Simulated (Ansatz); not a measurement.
# PmI$_{2}$: what the fields show

Input

```
crystal:
  lattice:
    - [-1.9970671234, 1.9970671234, 7.8201011821]
    - [1.9970671234, -1.9970671234, 7.8201011821]
    - [1.9970671234, 1.9970671234, -7.8201011821]
  atoms:
    - { symbol: I, position: [0.6206154863, 0.6206154863, 0.0] }
    - { symbol: I, position: [0.3793845137, 0.3793845137, 0.0] }
    - { symbol: Pm, position: [0.0, 0.0, 0.0], spin: 5.29 }
basis:
  ecutwfc: 600
  ecutrho_ratio: 5
kpoints:
  mp_grid: { grid: [12, 12, 12] }
  band_path:
    path:
      - [[0.0, 0.0, 0.0], [0.0, 0.0, 0.5], [0.25, 0.25, 0.25], [0.0, 0.5, 0.0], [0.0, 0.0, 0.0], [0.5, 0.5, -0.5], [0.26630424, 0.73369576, -0.26630424]]
      - [[-0.26630424, 0.26630424, 0.26630424], [0.0, 0.0, 0.0]]
      - [[0.0, 0.0, 0.5], [-0.03260848, 0.03260848, 0.5]]
      - [[0.5, 0.5, -0.03260848], [0.5, 0.5, -0.5]]
    npoints: 14
hamiltonian:
  xc: pbe
scf:
  occupations: { method: gaussian, width: 0.05 }
  lower_state_search: "off"
  n_extra_bands: 17
output:
  forces: true
  stress: true
  eigenvalues: true
  populations: true
  hubbard: { sites: [{ species: Pm, l: f }] }
  dos: { projected: true, de: 0.02, nscf_kmesh: { grid: [18, 18, 18] } }
  bader: true
  write_density: true
  write_potential: true
  elf: true
  volumetric_format: npy
magnetization:
  spin_polarized: true
checkpoint:
  read: start.run
  write: ck
  compress: false
  write_wavefunctions: false
  write_every: 100000
```

Launched as:

```sh
ansatz run input.yaml --threads 2 --pin off --max-ram 2662MiB --backend cpu --events-out ev --progress --plain --runs-dir out
```

Below, planes, directions and counts refer to the conventional cell (a = 3.99 Å, b = 3.99 Å, c = 15.64 Å, α = 90.00°, β = 90.00°, γ = 90.00°).

Space group I4/mmm; started from the NdI2 prototype, which need not be the ambient phase; the SCF solution may not be the lowest one; no Hubbard U on the f states and no spin–orbit coupling; spin-polarised.

These are results of DFT PBE, scalar-relativistic, plane waves, PAW (Ansatz 0.2.0), not measurements.

Core electrons are frozen (PAW), and the valence fields are smoothed inside the atomic spheres.

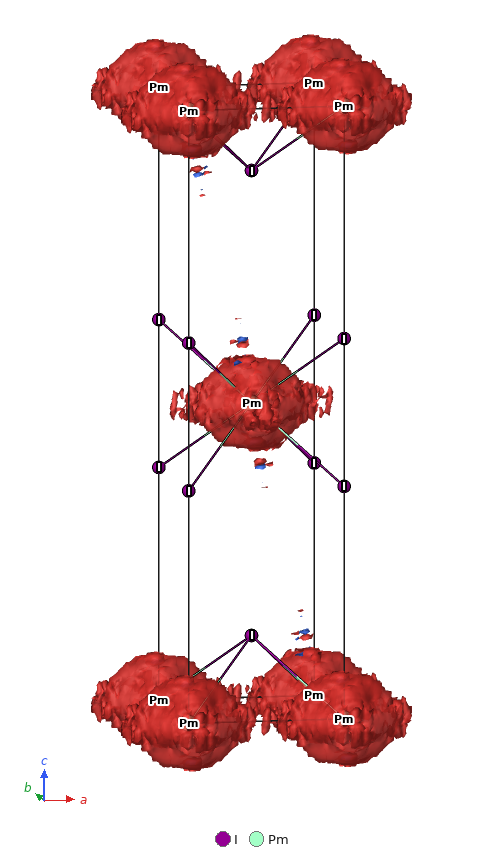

Figure 1. Isosurfaces of the magnetisation density (up minus down) at +0.04 (red) and −0.04 e/Å³ (blue), seen slightly off an axis. Sticks mark near contacts.

Which atoms carry the moments, and with what signs?

The spin density sits on Pm: +4.8 μB (×2) in one cell of 6 atoms: parallel main moments, as they must be, since the calculation's own cell holds one magnetic site. The cell of the calculation (3 atoms) carries 5.0 μB of net spin moment.

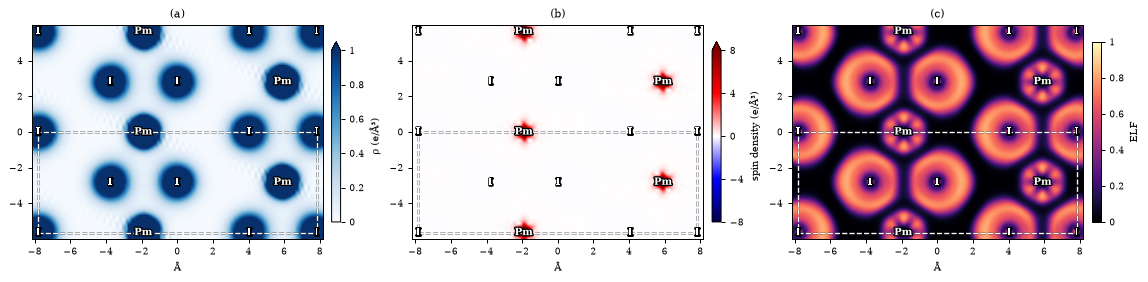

Figure 2. (a) valence charge density (pseudo); (b) spin density (up minus down); (c) ELF on the (11̄0) plane of the conventional cell.

What does the map show?

The section cuts through I and Pm sites.
Pm–I (3.40 Å): the density is about 0.14 e/Å³ at the midpoint; the ELF peaks at about 0.75 in the valence shell of I, 1.3 Å from its nucleus, and drops to about 0.10 between the two atoms; no localised pair shows between them.
The density dies away to nearly zero in the voids.
The features right at Pm lie inside the PAW spheres, where the map follows smoothed inner orbitals and isn't to be read closely.

How much charge does the calculation move between the atoms?

Electrons move from Pm towards I. Bader charges: I −0.69 and Pm +1.38 e.
